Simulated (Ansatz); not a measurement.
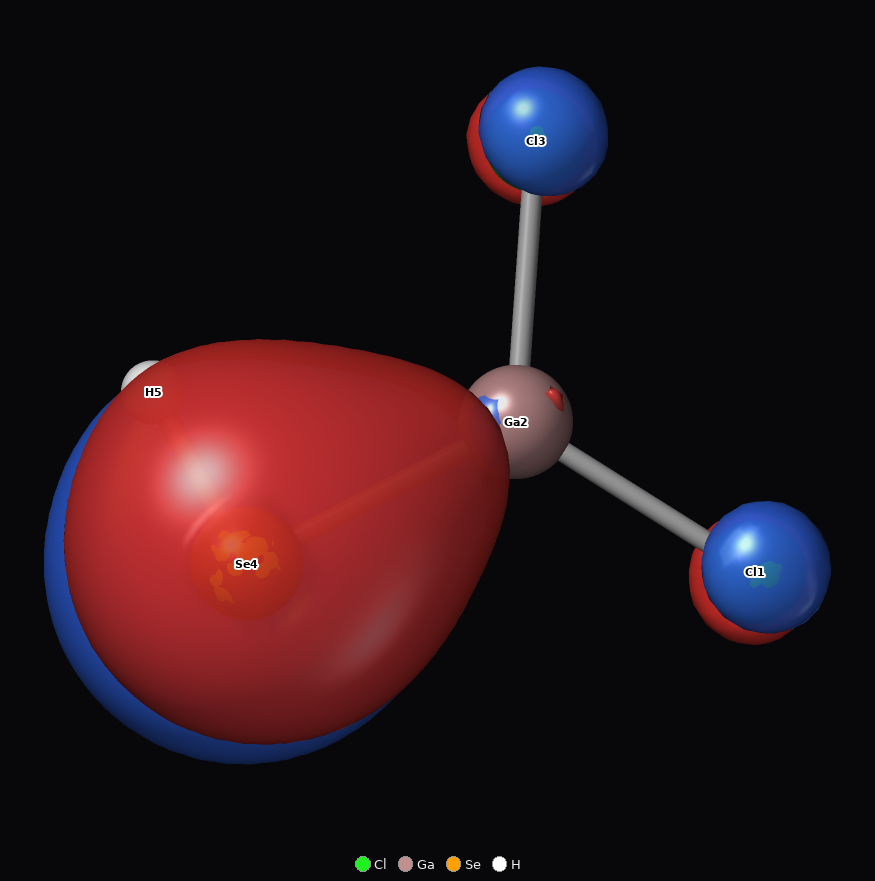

Figure. Cl2GaHSe. The HOMO at ±0.08 Å⁻³ᐟ² (blue and red are the two phases), seen across its widest extent.

Geometry: PBE0-D4/def2-TZVP.

The calculation used RKS PBE0-D4/def2-TZVPP in Ansatz 0.2.0.

The calculation's input:

```
crystal:
  periodic: [false, false, false]
  atoms:
    - {symbol: Cl, position_ang: [1.565163, -0.816295, 1.955063]}
    - {symbol: Ga, position_ang: [0.270790, -0.384515, 0.326106]}
    - {symbol: Cl, position_ang: [-0.593279, -2.024805, -0.717044]}
    - {symbol: Se, position_ang: [-0.155413, 1.797256, -0.258205]}
    - {symbol: H, position_ang: [-1.037461, 1.354659, -1.347320]}
basis:
  gaussian: {orbitals: def2-TZVPP}
hamiltonian: {xc: pbe0, dispersion: d4}
output: {orbitals: {seedname: orbitals}}
```

Launched as:

```sh
ansatz run in.yaml --threads 4 --pin off --events-out ev --progress --plain --max-ram 10444MiB
```

Q: Describe this orbital and give its energy.

A: By Hirshfeld shares it lies mainly on Se4 (about 85 %) and Ga2 (about 10 %); it changes sign across the molecular plane (π type). Its energy is −7.94 eV.
